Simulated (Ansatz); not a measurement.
Input file:

```
crystal:
  periodic: [false, false, false]
  atoms:
    - { symbol: C, position_ang: [0.1912, -1.8634, -1.864] }
    - { symbol: Si, position_ang: [0.8983, -1.3687, -0.2545] }
    - { symbol: Si, position_ang: [-0.0971, 0.5424, 0.528] }
    - { symbol: "N", position_ang: [0.5761, 1.2729, 1.9353] }
    - { symbol: "N", position_ang: [-0.0944, 1.9202, -0.4086] }
    - { symbol: "N", position_ang: [-1.6816, 0.5706, 0.9637] }
    - { symbol: H, position_ang: [0.3131, -1.0264, -2.6159] }
    - { symbol: H, position_ang: [0.6311, -2.7158, -2.2818] }
    - { symbol: H, position_ang: [-0.9291, -1.9785, -1.7371] }
    - { symbol: H, position_ang: [2.3709, -1.172, -0.4036] }
    - { symbol: H, position_ang: [0.7041, -2.4842, 0.7326] }
    - { symbol: H, position_ang: [1.5076, 1.0479, 2.0729] }
    - { symbol: H, position_ang: [0.4585, 2.2882, 1.7217] }
    - { symbol: H, position_ang: [-0.2494, 1.6829, -1.3501] }
    - { symbol: H, position_ang: [-0.9757, 2.3727, -0.1513] }
    - { symbol: H, position_ang: [-2.16116, -0.07619, 0.29564] }
    - { symbol: H, position_ang: [-2.06079, 1.46805, 0.71922] }
basis:
  gaussian: { orbitals: "6-31G" }
hamiltonian:
  xc: pbe0
relax:
  f_tol: 0.015
  max_steps: 40
output:
  orbitals: {}
```

Run with:

```sh
ansatz run input.yaml --threads 1 --pin off --max-ram 2048MiB --backend cpu --events-out ev --progress --plain --runs-dir out
```

The fields are those of the relaxed geometry.

Level of theory: RKS PBE0/6-31G (Ansatz).

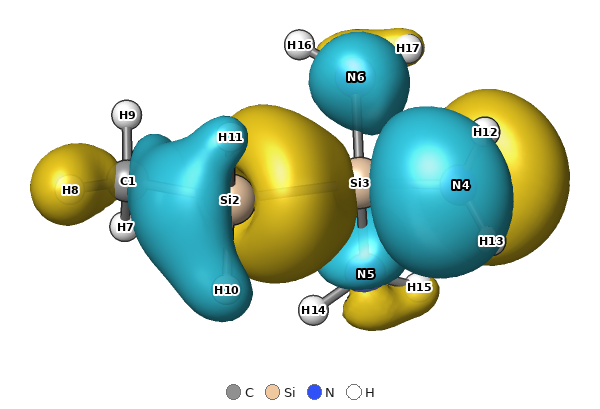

CH$_{11}$N$_{3}$Si$_{2}$ (SMILES C[SiH2][Si](N)(N)N). The HOMO at ±0.06 Å⁻³ᐟ² (yellow and cyan are the two phases), seen across its widest extent.

**What is the character of this orbital?**

By Hirshfeld shares it lies mainly on N4 (about 55 %), Si2 (about 15 %) and Si3 (about 10 %). Its energy is −6.34 eV.
